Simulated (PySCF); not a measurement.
**CF$_{4}$O, SMILES `FC(F)(F)OF`: what the electrons do**

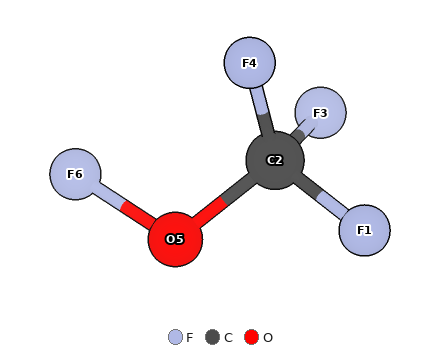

The molecule, with its atoms numbered as below. No frequency check shows the geometry to be a minimum.

Coordinates in Å:

```
F1       1.3777   -0.8615   -0.0142
C2       0.3622   -0.0130    0.0006
F3       0.4618    0.7842   -1.0580
F4       0.4696    0.7555    1.0764
O5      -0.7494   -0.7819   -0.0060
F6      -1.8844    0.0254    0.0008
```

## 1. Bonding charge

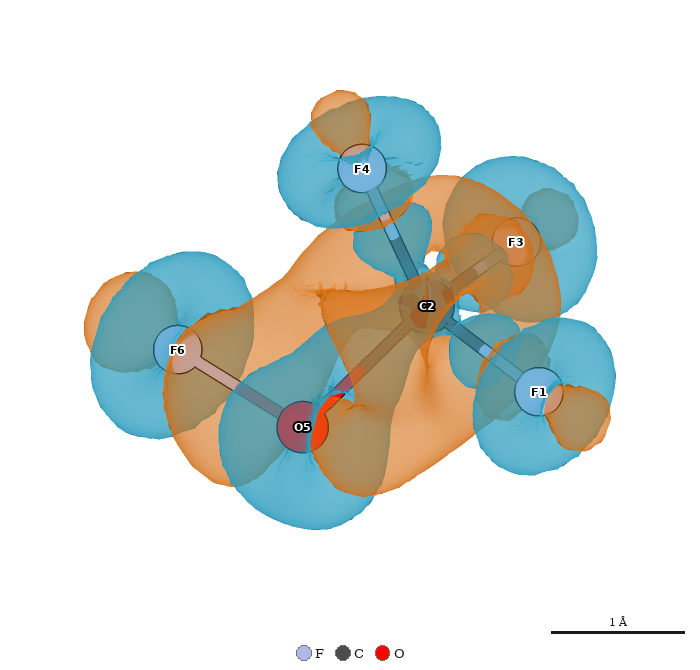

Deformation density (molecule less spherical, spin-averaged free atoms at the same positions), surfaces at ±0.1 e/Å³; light blue: gain, orange: loss.

Computed with PySCF, BLYP/def2-SVP, geometry: GFN2-xTB.

Q: Describe the bonding that the map shows.

A: C2–O5: +0.42 e/Å³ at the bond critical point (bond length 1.35 Å, Mayer order 1.1). C2–F4 and C2–F3: +0.20 e/Å³ at the bond critical point (bond length 1.33 Å, Mayer order 1.2). F1–C2: +0.19 e/Å³ at the bond critical point (bond length 1.32 Å, Mayer order 1.2). O5–F6: −0.13 e/Å³ at the bond critical point (bond length 1.39 Å, Mayer order 0.9). In all, 1.5 electrons gather in the regions of gain relative to the promolecule. A small or negative value marks a very polar bond, one between electron-rich atoms, whose free-atom densities already overlap strongly, a long bond to a heavier atom, or a closed-shell contact such as a hydrogen bond.

Q: Where do the Hirshfeld charges lie?

A: The highest Hirshfeld charge is on C2 (+0.28 e), the lowest on F3 and F4 (−0.08 e).

## 2. Bond critical points

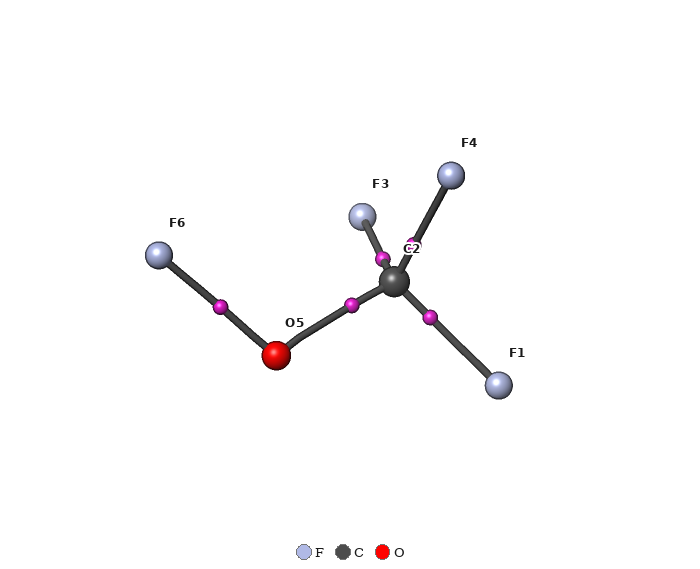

Molecular graph of the electron density (QTAIM): bond paths, bond critical points (magenta), ring points (cyan, if any); weak paths are dashed.

Q: How many critical points of each kind are there, and does the count close?

A: 6 nuclei, 5 bond, 0 ring and 0 cage critical points: 6 − 5 + 0 − 0 = 1, as the Poincaré–Hopf relation requires.

Q: What does the calculation give at each kind of bond critical point?

A:
| bond | length (Å) | ρ (a.u.) | ∇²ρ (a.u.) | ε | H (a.u.) |
| --- | --- | --- | --- | --- | --- |
| C2–O5 | 1.352 | 0.321 | −0.87 | 0.09 | −0.513 |
| O5–F6 | 1.393 | 0.304 | +0.11 | 0.06 | −0.233 |
| F1–C2 | 1.323 | 0.293 | −0.32 | 0.02 | −0.445 |
| C2–F4 (2 alike) | 1.327 | 0.293 | −0.35 | 0.03 | −0.441 |

Q: What kind of interaction is F1–C2?

A: Shared-shell (covalent): ρ = 0.293, ∇²ρ = −0.32, H = −0.445 a.u.

## 3. Local ionisation energy

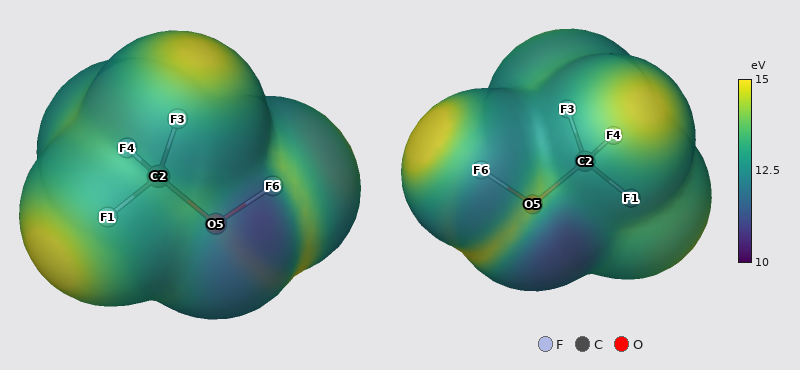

Average local ionisation energy on the surface of electron density 0.001 a.u. (back view left, front view right).

Q: Locate the minima of the map.

A: The lowest value is 10.8 eV, 1.8 Å from O5, and at like points elsewhere. Further minima include 12.1 eV, 1.6 Å from F6, and at like points elsewhere; 12.5 eV, 1.6 Å from F3. For comparison, the highest occupied orbital lies at −8.0 eV.

Q: What volume does the surface enclose, and what is the dipole moment?

A: About 70 Å³; the dipole moment is 0.1 D.

## 4. Excited states

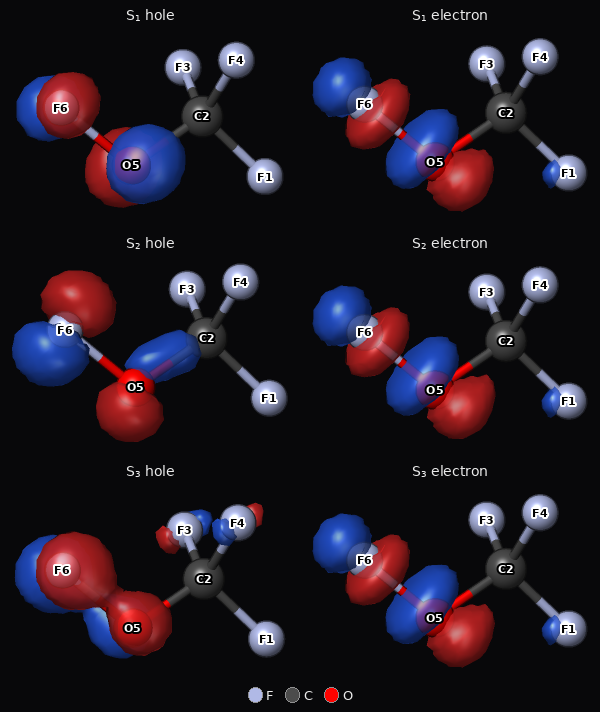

Leading natural transition orbitals (TDA singlet states).

Level of theory: BHandHLYP/def2-SVPD (PySCF), at a geometry from GFN2-xTB.

Q: Describe these excited states.

A: By state:
- S₁: 5.71 eV (217 nm), f = 0.000 (very weak); the leading pair carries 100 %; hole on O5 (55 %) and F6 (36 %), electron on O5 (46 %) and F6 (45 %); their centroids lie 0.1 Å apart.
- S₂: 7.39 eV (168 nm), f = 0.004; the leading pair carries 100 %; hole on F6 (65 %), O5 (26 %) and C2 (6 %), electron on F6 (45 %), O5 (45 %) and C2 (5 %); their centroids lie 0.3 Å apart.
- S₃: 9.83 eV (126 nm), f = 0.001 (very weak); the leading pair carries 99 %; hole on F6 (59 %) and O5 (28 %), electron on O5 (45 %) and F6 (45 %); their centroids lie 0.3 Å apart.

## 5. Removing or adding an electron

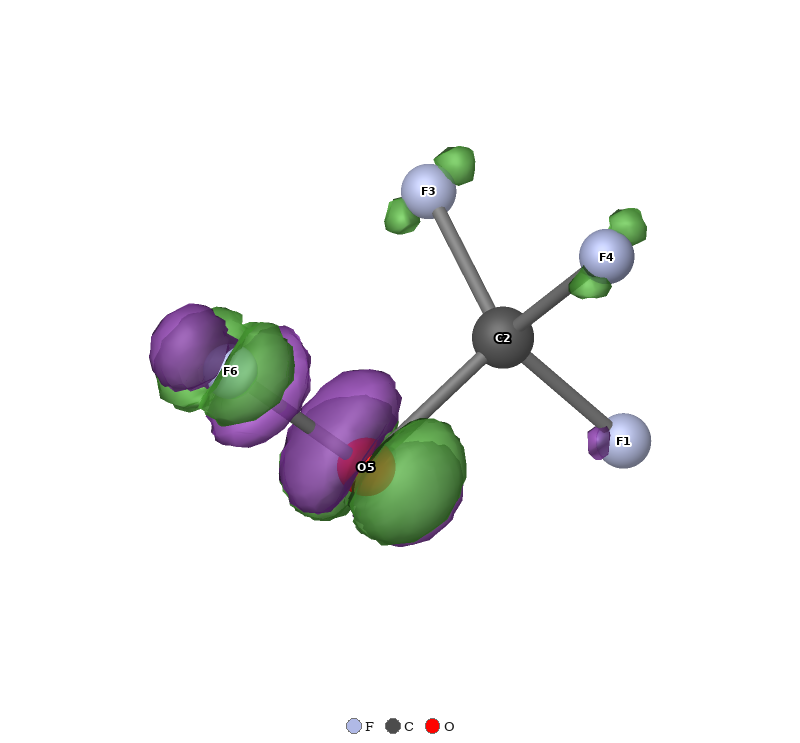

Dual descriptor f⁺ − f⁻ at ±0.2 e/Å³ (purple positive, green negative).

PySCF calculation, PBE0/def2-SVP, gas phase; geometry: GFN2-xTB.

Q: Which atoms come out as electrophilic, and which as nucleophilic?

A: Electrophilic (positive): F6 (+0.10). Nucleophilic (negative): O5 (−0.06). f⁻ (Hirshfeld-condensed) is largest on O5 (0.36) and F6 (0.27); the vertical ionisation energy is 13.66 eV. f⁺ (Hirshfeld-condensed) is largest on F6 (0.37) and O5 (0.30); the vertical electron affinity is −1.25 eV (the stability of the anion's solution wasn't checked; negative, but this basis has no diffuse functions, so it doesn't show that the anion is unbound).

## 6. Localised orbitals

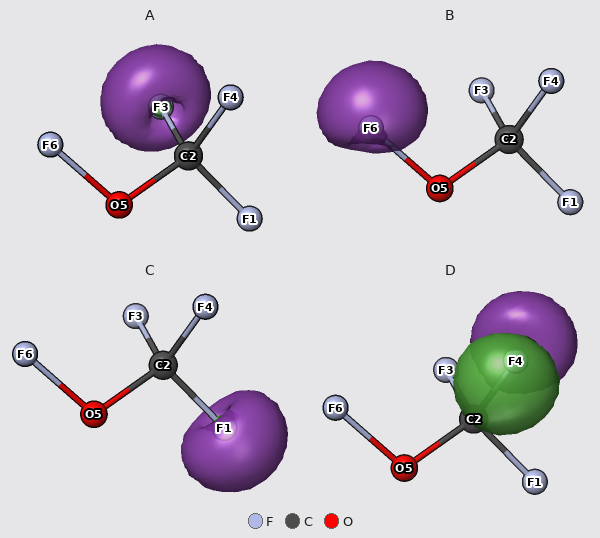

Intrinsic bond orbitals (IBO), occupied; each surface holds about 85 % of the orbital's density. Energies are diagonal elements of the Fock matrix.

Level of theory: LDA (SVWN)/def2-SVP (PySCF), at a geometry from GFN2-xTB.

Q: Identify each orbital.

A: By panel:
- A: lone pair on F3 (sp0.4-type) (F3 100 %; −21.7 eV)
- B: lone pair on F6 (sp0.4-type) (F6 100 %; −23.1 eV)
- C: lone pair on F1 (sp0.4-type) (F1 100 %; −21.9 eV)
- D: lone pair on F4 (p-type) (F4 96 %; −11.6 eV)

## 7. Stretching a bond

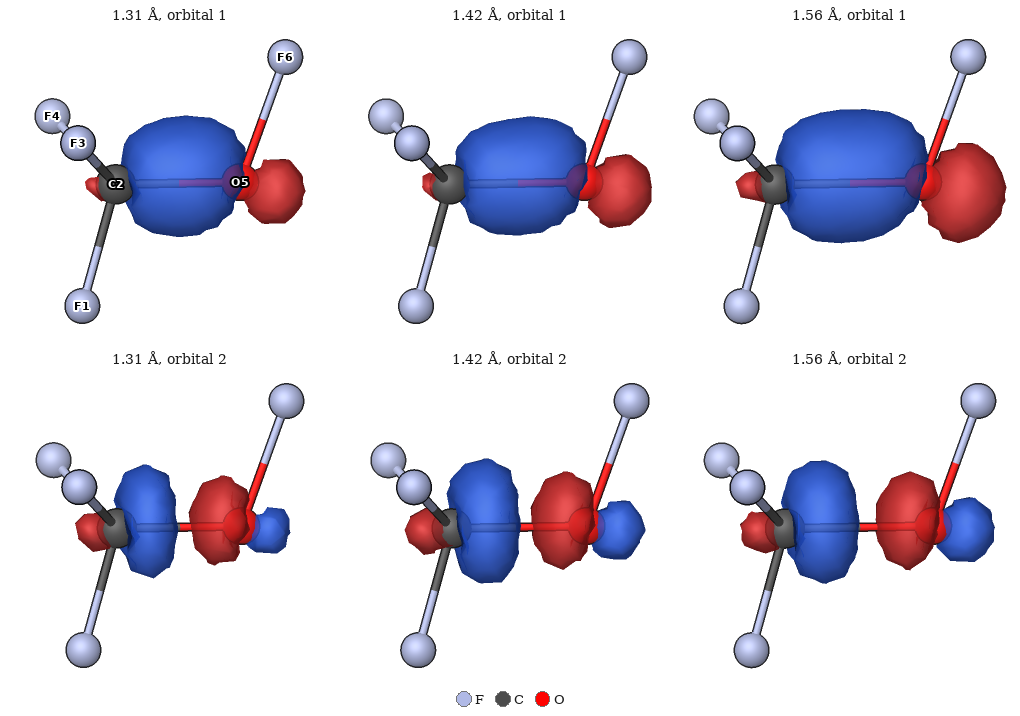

Rigid stretch of the C2–O5 bond. The two CASSCF(2,2) natural orbitals nearest half filling (orbital 1 the more occupied).

PySCF calculation, cc-pVDZ basis, gas phase; geometry: GFN2-xTB.

Q: How do the occupations change along the stretch?

A: 1.31 Å: 1.98 and 0.02; 1.42 Å: 1.98 and 0.02; 1.56 Å: 1.96 and 0.04. At the longest distance computed (3.98 Å) they are 1.00 and 1.00, and the effective number of unpaired electrons is 2.0.

Q: Where does the UHF solution part from RHF?

A: Between 1.70 Å (⟨S²⟩ = 0, the two coincide) and 1.92 Å (⟨S²⟩ = 0.56); at 3.98 Å ⟨S²⟩ is 1.07 and UHF lies 6.7 eV below RHF.

Q: How much energy does the stretch cost?

A: By CASSCF, 3.5 eV from the lowest point of the scan (1.42 Å) to 3.98 Å; RHF gives 9.4 eV from its own lowest point. The fragments aren't relaxed and dynamic correlation is missing, so this isn't a bond dissociation energy.

The PySCF runs shown took 5.4 s, 110 s, 48 s, 3.3 s and 110 s on 1 thread of Intel(R) Xeon(R) 6975P-C (Granite Rapids), with other jobs on the host.
